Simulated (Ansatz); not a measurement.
# SiGeH₅ (doublet): correlated methods under varied settings at a displaced geometry (v1)

What do other methods and options give for SiGeH₅ (doublet) at this geometry, and how long do they take?

Program: Ansatz 0.2.0, Gaussian basis. Level of theory: the settings change from run to run. These are calculated values, not measurements.

21 further runs of the same task are left out: 9 that didn't finish, 12 set aside as unsound or not needed. Runs told in other sessions of the task aren't counted.

## Step 1: The geometry

The geometry is a PBE0/def2-TZVP stationary point (not a proven minimum) with its atoms shifted at random (size 0.040 Å). No spin-orbit coupling is included. The filled d shell of Ge may be among the frozen orbitals whatever the setting's name suggests.

7 atoms, charge 0, spin multiplicity 2.

Atoms are counted from 1 here; the program's logs count them from 0.

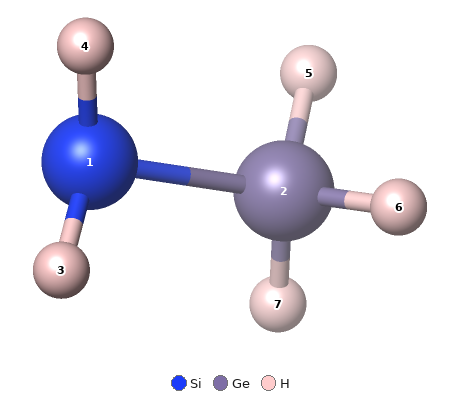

The structure; silicon blue, germanium purple, hydrogen pink; atoms are numbered from 1 in the order of the file.

## Step 2: HF (UHF)/STO-3G

in.yaml reads:

```yaml
crystal:
  periodic: [false, false, false]
  atoms:
    - {symbol: Si, position_ang: [-0.079737, 0.010605, 1.708637]}
    - {symbol: Ge, position_ang: [0.017202, -0.005538, -0.672243]}
    - {symbol: H, position_ang: [0.562019, -1.163082, 2.273511]}
    - {symbol: H, position_ang: [0.459243, 1.207812, 2.303314]}
    - {symbol: H, position_ang: [-0.791145, 1.256142, -1.281529]}
    - {symbol: H, position_ang: [1.433648, -0.005881, -1.221276]}
    - {symbol: H, position_ang: [-0.681678, -1.191413, -1.236833]}
basis:
  gaussian: {orbitals: STO-3G, point_charges: [{charge: 0.50, position_ang: [4.262, 0.029, 0.667]}]}
magnetization: {spin_polarized: true, initial_magnetization: 1}
hamiltonian: {xc: hf, pseudopotentials: {relativity: none}}
output: {orbitals: {seedname: orbitals}}
```

Command:

```
$ ansatz run in.yaml --threads 1 --pin off --events-out ev --progress --plain --max-ram 2393MiB
```

What it wrote:

```text
Functional definition: HF
  name "HF"
  cite "Fock, Z. Phys. 61, 126 (1930) doi:10.1007/BF01340294"
  parent pbe
  exchange = exact_x
  correlation = 0
339 factors; integrals over basis functions are off by at most 3.2e-5 eV
mean field evaluation 1: about -63680.2944 eV, gradient 6.3e0 eV
mean field evaluation 2: about -63680.3002 eV, gradient 6.3e0 eV
mean field evaluation 4: about -63680.8809 eV, gradient 5.8e-1 eV
mean field evaluation 8: about -63680.8905 eV, gradient 3.6e-3 eV
mean field -63680.89049916 eV, -2340.2295613863 hartree, gradient 1.3e-5 eV, S^2 0.754020; 0 other end points of the search recorded, 0 dependent functions left out
reference -63680.89049916 eV, -2340.2295613863 hartree; 26, 25 occupied and 6, 7 virtual orbitals, 339 factors
Total energy: -63680.89049916 eV, -2340.2295613863 hartree
```

Wall time 0.24 s (1 thread of AMD EPYC 7B13, shared host).

From the report: ⟨S²⟩ of the determinant 0.754 (pure doublet: 0.75).

## Step 3: CASSCF(1,4)/STO-3G

in.yaml: that of step 2 with these lines changed.

```diff
@@ -11,5 +11,4 @@
 basis:
-  gaussian: {orbitals: STO-3G, point_charges: [{charge: 0.50, position_ang: [4.262, 0.029, 0.667]}]}
-magnetization: {spin_polarized: true, initial_magnetization: 1}
-hamiltonian: {xc: hf, pseudopotentials: {relativity: none}}
-output: {orbitals: {seedname: orbitals}}
+  gaussian: {orbitals: STO-3G}
+magnetization: {spin_polarized: false, initial_magnetization: 1}
+correlation: {active_space: {window: {electrons: 1, orbitals: 4}}}
```

Same command.

What it wrote:

```text
Functional definition: HF
  name "HF"
  cite "Fock, Z. Phys. 61, 126 (1930) doi:10.1007/BF01340294"
  parent pbe
  exchange = exact_x
  correlation = 0
339 factors; integrals over basis functions are off by at most 3.2e-5 eV
mean field evaluation 1: about -63680.3017 eV, gradient 7.9e0 eV
mean field evaluation 2: about -63680.3074 eV, gradient 7.9e0 eV
mean field evaluation 4: about -63680.8662 eV, gradient 3.3e-1 eV
mean field evaluation 8: about -63680.8676 eV, gradient 1.5e-6 eV
mean field -63680.86758489 eV, -2340.2287193022 hartree, gradient 3.4e-6 eV, S^2 0.750000; 0 other end points of the search recorded, 0 dependent functions left out
reference -63680.86758489 eV, -2340.2287193022 hartree; 26, 25 occupied and 6, 7 virtual orbitals, 339 factors
state -63680.86758489 eV, -2340.2287193022 hartree
Total energy: -63680.86758489 eV, -2340.2287193022 hartree
```

It took 0.54 s on 1 thread of AMD EPYC 7B13, shared host.

From the report: 4 determinants; active occupations 1.00, 0.00, 0.00, 0.00. With so small a space the active step adds no correlation: the energy is the mean field's.

## Step 4: CCSD on UHF/cc-pVDZ

in.yaml: that of step 3 with these lines changed.

```diff
@@ -11,4 +11,6 @@
 basis:
-  gaussian: {orbitals: STO-3G}
-magnetization: {spin_polarized: false, initial_magnetization: 1}
-correlation: {active_space: {window: {electrons: 1, orbitals: 4}}}
+  gaussian: {orbitals: cc-pVDZ}
+magnetization: {spin_polarized: true, initial_magnetization: 1}
+correlation: {method: ccsd, electrons: outside_noble_gas}
+accuracy: high
+scf: {lower_state_search: full}
```

Launched as before.

What it wrote (excerpt; [...] marks lines left out):

```text
Functional definition: HF
  name "HF"
  cite "Fock, Z. Phys. 61, 126 (1930) doi:10.1007/BF01340294"
  parent pbe
[...]
1594 factors; integrals over basis functions are off by at most 4.5e-9 eV
[...]
mean field -64412.77105661 eV, -2367.1256757859 hartree, gradient 9.6e-8 eV, S^2 0.757231; 3 other end points of the search recorded, 0 dependent functions left out
19 core orbitals not correlated: weight in the atoms' cores, before any rotation towards them, 0.999 or more for the frozen orbitals, at most 0.000 for the correlated occupied ones
reference -64412.77105661 eV, -2367.1256757859 hartree; 7, 6 occupied and 44, 45 virtual orbitals, 1594 factors
second order -5.11129265 eV of doubles, -0.00000000 eV of singles
cycle   1  -6.03353995 eV  change   -9.2e-1 eV  update   7.2e-2
[...]
cycle  22  -6.37317759 eV  change  -3.1e-10 eV  update  9.9e-10
Total energy: -64419.14423419 eV, -2367.3598857423 hartree
```

Wall time 10 s (1 thread of AMD EPYC 7B13, shared host); peak memory 0.37 GiB.

From the report: ⟨S²⟩ of the determinant 0.757 (pure doublet: 0.75); correlation -6.3732 eV; T1 0.013; largest double amplitude 0.03.

## Step 5: CISD/cc-pVDZ

in.yaml: that of step 4 with these lines changed.

```diff
@@ -11,6 +11,6 @@
 basis:
-  gaussian: {orbitals: cc-pVDZ}
-magnetization: {spin_polarized: true, initial_magnetization: 1}
-correlation: {method: ccsd, electrons: outside_noble_gas}
+  gaussian: {orbitals: cc-pVDZ, point_charges: [{charge: -0.50, position_ang: [4.364, -0.501, 0.891]}]}
+magnetization: {spin_polarized: false, initial_magnetization: 1}
+correlation: {active_space: {ras: {orbitals: [6, 1, 44], electrons: 13, max_holes: 2, max_particles: 2}, fixed_orbitals: true}}
 accuracy: high
-scf: {lower_state_search: full}
+scf: {lower_state_search: off}
```

Same command.

What it wrote:

```text
Functional definition: HF
  name "HF"
  cite "Fock, Z. Phys. 61, 126 (1930) doi:10.1007/BF01340294"
  parent pbe
  exchange = exact_x
  correlation = 0
these checks for a lower state are left out or cut short: stability, starts, cluster_reference, orbital_swaps, neighbouring_geometries, increment
1594 factors; integrals over basis functions are off by at most 4.5e-9 eV
mean field evaluation 1: about -64411.7297 eV, gradient 1.2e1 eV
mean field evaluation 2: about -64411.7421 eV, gradient 1.2e1 eV
mean field evaluation 4: about -64412.7569 eV, gradient 7.8e-1 eV
mean field evaluation 8: about -64412.7632 eV, gradient 1.9e-3 eV
mean field -64412.76321063 eV, -2367.1253874518 hartree, gradient 1.8e-8 eV, S^2 0.750000; 0 other end points of the search recorded, 0 dependent functions left out
reference -64412.76321063 eV, -2367.1253874518 hartree; 26, 25 occupied and 44, 45 virtual orbitals, 1594 factors
state -64418.60650154 eV, -2367.3401244317 hartree
Total energy: -64418.60650154 eV, -2367.3401244317 hartree
Checks for a lower state left out: stability, starts, cluster_reference, orbital_swaps, neighbouring_geometries, increment
```

Wall time 11 s (1 thread of AMD EPYC 7B13, shared host).

From the report: 181,551 determinants.

## Step 6: CCSDT on ROHF/STO-3G

in.yaml: that of step 5 with these lines changed.

```diff
@@ -11,6 +11,5 @@
 basis:
-  gaussian: {orbitals: cc-pVDZ, point_charges: [{charge: -0.50, position_ang: [4.364, -0.501, 0.891]}]}
+  gaussian: {orbitals: STO-3G}
 magnetization: {spin_polarized: false, initial_magnetization: 1}
-correlation: {active_space: {ras: {orbitals: [6, 1, 44], electrons: 13, max_holes: 2, max_particles: 2}, fixed_orbitals: true}}
-accuracy: high
-scf: {lower_state_search: off}
+correlation: {method: ccsdt, electrons: outside_noble_gas}
+scf: {lower_state_search: full}
```

Same command.

What it wrote (excerpt; [...] marks lines left out):

```text
Functional definition: HF
  name "HF"
  cite "Fock, Z. Phys. 61, 126 (1930) doi:10.1007/BF01340294"
  parent pbe
[...]
479 factors; integrals over basis functions are off by at most 3.5e-8 eV
[...]
mean field -63680.86783965 eV, -2340.2287286644 hartree, gradient 5.6e-6 eV, S^2 0.750000; 6 other end points of the search recorded, 0 dependent functions left out
19 core orbitals not correlated, not the lowest: weight in the atoms' cores, before any rotation towards them, 0.680 or more for the frozen orbitals, at most 0.311 for the correlated occupied ones
reference -63680.86783965 eV, -2340.2287286644 hartree; 7, 6 occupied and 6, 7 virtual orbitals, 479 factors
second order -1.76579823 eV of doubles, -0.00695574 eV of singles
cycle   1  -2.35052002 eV  change   -5.8e-1 eV  update   6.6e-2
[...]
cycle  12  -2.71365459 eV  change   -1.3e-6 eV  update   9.3e-7
Total energy: -63683.58149424 eV, -2340.3284536313 hartree
```

Run time: 1.2 s. Hardware: 1 thread of AMD EPYC 7B13, shared host.

From the report: correlation -2.7137 eV; T1 0.008; largest double amplitude 0.06.

## Step 7: HF (ROHF)/STO-3G

in.yaml: that of step 6 with these lines changed.

```diff
@@ -13,3 +13,3 @@
 magnetization: {spin_polarized: false, initial_magnetization: 1}
-correlation: {method: ccsdt, electrons: outside_noble_gas}
-scf: {lower_state_search: full}
+hamiltonian: {xc: hf}
+output: {forces: true, orbitals: {seedname: orbitals}}
```

Launched as before.

What it wrote (excerpt; [...] marks lines left out):

```text
Functional definition: HF
  name "HF"
  cite "Fock, Z. Phys. 61, 126 (1930) doi:10.1007/BF01340294"
  parent pbe
[...]
339 factors; integrals over basis functions are off by at most 3.2e-5 eV
[...]
mean field -63680.86758489 eV, -2340.2287193022 hartree, gradient 7.3e-6 eV, S^2 0.750000; 0 other end points of the search recorded, 0 dependent functions left out
[...]
reference -63680.86758489 eV, -2340.2287193022 hartree; 26, 25 occupied and 6, 7 virtual orbitals, 339 factors
Total energy: -63680.86758489 eV, -2340.2287193022 hartree
Atom 0 at    -0.079737     0.010605     1.708637 Å, force    -0.175352    -0.342302    -0.649010 eV/Å
Atom 1 at     0.017202    -0.005538    -0.672243 Å, force    -0.630996     1.443597    -1.280147 eV/Å
Atom 2 at     0.562019    -1.163082     2.273511 Å, force    -0.057492     0.683673    -0.272887 eV/Å
Atom 3 at     0.459243     1.207812     2.303314 Å, force     0.132392    -0.412208    -0.259695 eV/Å
Atom 4 at    -0.791145     1.256142    -1.281529 Å, force     1.749117    -2.371831     1.237740 eV/Å
Atom 5 at     1.433648    -0.005881    -1.221276 Å, force    -1.670727     0.101560     0.636524 eV/Å
Atom 6 at    -0.681678    -1.191413    -1.236833 Å, force     0.653058     0.897510     0.587474 eV/Å
Dipole moment:    -0.081709    -0.003780     0.146373 e Å
```

It took 0.39 s on 1 thread of AMD EPYC 7B13, shared host.

## Step 8: CCSDT(Q) on ROHF/STO-3G

in.yaml: that of step 7 with these lines changed.

```diff
@@ -13,3 +13,2 @@
 magnetization: {spin_polarized: false, initial_magnetization: 1}
-hamiltonian: {xc: hf}
-output: {forces: true, orbitals: {seedname: orbitals}}
+correlation: {method: ccsdt_q, electrons: outside_noble_gas}
```

Launched as before.

What it wrote (excerpt; [...] marks lines left out):

```text
Functional definition: HF
  name "HF"
  cite "Fock, Z. Phys. 61, 126 (1930) doi:10.1007/BF01340294"
  parent pbe
[...]
479 factors; integrals over basis functions are off by at most 3.5e-8 eV
[...]
mean field -63680.86783965 eV, -2340.2287286644 hartree, gradient 5.6e-6 eV, S^2 0.750000; 1 other end points of the search recorded, 0 dependent functions left out
19 core orbitals not correlated, not the lowest: weight in the atoms' cores, before any rotation towards them, 0.680 or more for the frozen orbitals, at most 0.311 for the correlated occupied ones
reference -63680.86783965 eV, -2340.2287286644 hartree; 7, 6 occupied and 6, 7 virtual orbitals, 479 factors
second order -1.76579823 eV of doubles, -0.00695574 eV of singles
cycle   1  -2.35052002 eV  change   -5.8e-1 eV  update   6.6e-2
[...]
cycle  12  -2.71365459 eV  change   -1.3e-6 eV  update   9.3e-7
perturbative correction -0.00062862 eV, -0.0000231014 hartree
Total energy: -63683.58212286 eV, -2340.3284767327 hartree
```

Wall time 1.3 s (1 thread of AMD EPYC 7B13, shared host).

From the report: correlation -2.7143 eV; T1 0.008; largest double amplitude 0.06.

## Step 9: MP2 on UHF/cc-pVDZ

in.yaml: that of step 8 with these lines changed.

```diff
@@ -11,4 +11,4 @@
 basis:
-  gaussian: {orbitals: STO-3G}
-magnetization: {spin_polarized: false, initial_magnetization: 1}
-correlation: {method: ccsdt_q, electrons: outside_noble_gas}
+  gaussian: {orbitals: cc-pVDZ}
+magnetization: {spin_polarized: true, initial_magnetization: 1}
+correlation: {method: mp2, electrons: outside_noble_gas}
```

Launched as before.

What it wrote:

```text
Functional definition: HF
  name "HF"
  cite "Fock, Z. Phys. 61, 126 (1930) doi:10.1007/BF01340294"
  parent pbe
  exchange = exact_x
  correlation = 0
724 factors; integrals over basis functions are off by at most 9.1e-4 eV
mean field evaluation 1: about -64411.7043 eV, gradient 8.8e0 eV
mean field evaluation 2: about -64411.7103 eV, gradient 8.8e0 eV
mean field evaluation 4: about -64412.7594 eV, gradient 7.2e-1 eV
mean field evaluation 8: about -64412.7709 eV, gradient 4.5e-3 eV
mean field -64412.77091393 eV, -2367.1256705426 hartree, gradient 7.5e-6 eV, S^2 0.757231; 0 other end points of the search recorded, 0 dependent functions left out
19 core orbitals not correlated: weight in the atoms' cores, before any rotation towards them, 0.999 or more for the frozen orbitals, at most 0.000 for the correlated occupied ones
reference -64412.77091393 eV, -2367.1256705426 hartree; 7, 6 occupied and 44, 45 virtual orbitals, 724 factors
second order -5.11124297 eV of doubles, -0.00000000 eV of singles
Total energy: -64417.88215690 eV, -2367.3135052572 hartree
```

Wall time 1.3 s (1 thread of AMD EPYC 7B13, shared host).

From the report: ⟨S²⟩ of the determinant 0.757 (pure doublet: 0.75).

## Step 10: BCCD(T)/6-31G

in.yaml: that of step 9 with these lines changed.

```diff
@@ -11,4 +11,6 @@
 basis:
-  gaussian: {orbitals: cc-pVDZ}
+  gaussian: {orbitals: 6-31G}
 magnetization: {spin_polarized: true, initial_magnetization: 1}
-correlation: {method: mp2, electrons: outside_noble_gas}
+hamiltonian: {xc: {name: PBE}}
+correlation: {method: bccd_t, electrons: outside_noble_gas}
+scf: {lower_state_search: full}
```

Launched as before.

What it wrote (excerpt; [...] marks lines left out):

```text
Functional definition: PBE
  name "PBE"
  cite "Perdew, Burke & Ernzerhof, Phys. Rev. Lett. 77, 3865 (1996) doi:10.1103/PhysRevLett.77.3865"
  parent pbe
[...]
550 factors; integrals over basis functions are off by at most 4.5e-4 eV
[...]
mean field -64451.67765230 eV, -2368.5554668060 hartree, gradient 4.4e-6 eV, S^2 0.752080; 3 other end points of the search recorded, 0 dependent functions left out
19 core orbitals not correlated: weight in the atoms' cores, before any rotation towards them, 0.997 or more for the frozen orbitals, at most 0.001 for the correlated occupied ones
reference -64401.99791800 eV, -2366.7297702444 hartree; 7, 6 occupied and 26, 27 virtual orbitals, 550 factors
second order -2.86613384 eV of doubles, -0.30527018 eV of singles
cycle   1  -3.74537914 eV  change   -5.9e-1 eV  update   6.2e-2
[...]
cycle   9  -4.02490362 eV  change   -1.5e-6 eV  update   1.4e-5
perturbative correction -0.05888825 eV, -0.0021641033 hartree
Total energy: -64406.08170987 eV, -2366.8798468276 hartree
```

Wall time 4.4 s (1 thread of AMD EPYC 7B13, shared host).

From the report: ⟨S²⟩ of the determinant 0.752 (pure doublet: 0.75); correlation -4.0838 eV; largest double amplitude 0.04.

## Step 11: All runs side by side

Where basis and cores are those of an earlier UCCSDT(Q)/cc-pVDZ run (-64419.3302 eV), and the records show the same count of frozen orbitals and kind of state, the miss against it is given; a blank cell means that this couldn't be shown.

| level | correlated | functions | energy (eV) | from UCCSDT(Q) (meV) | time |
| --- | --- | --- | --- | --- | --- |
| HF (UHF)/STO-3G (beside a point charge) |  | 32 | -63680.8905 |  | 0.24 s |
| CASSCF(1,4)/STO-3G |  | 32 | -63680.8676 |  | 0.54 s |
| CCSD on UHF/cc-pVDZ | outside noble gas | 70 | -64419.1442 | 185.9 | 10 s |
| CISD/cc-pVDZ (beside a point charge) | outside noble gas | 70 | -64418.6065 |  | 11 s |
| CCSDT on ROHF/STO-3G | outside noble gas | 32 | -63683.5815 |  | 1.2 s |
| HF (ROHF)/STO-3G |  | 32 | -63680.8676 |  | 0.39 s |
| CCSDT(Q) on ROHF/STO-3G | outside noble gas | 32 | -63683.5821 |  | 1.3 s |
| MP2 on UHF/cc-pVDZ | outside noble gas | 70 | -64417.8822 | 1448.0 | 1.3 s |
| BCCD(T)/6-31G (on PBE orbitals) | outside noble gas | 52 | -64406.0817 |  | 4.4 s |

## Step 12: Summary of results

```
quantity                                            value
    runs                                                9
quickest  HF (UHF)/STO-3G (beside a point charge), 0.24 s
 slowest       CISD/cc-pVDZ (beside a point charge), 11 s
```

Total energies in different bases, with other cores or another treatment of relativity can't be set against each other. «valence» and «outside noble gas» are the program's key words; the logs give how many orbitals each freezes, and for Ga to Kr the 3d shell needn't follow the word's plain sense. CISD/cc-pVDZ (beside a point charge) took 44 times as long as HF (UHF)/STO-3G (beside a point charge); the jobs differ in more than the method. Among the correlated runs with a miss given, it spans +186 to +1448 meV.
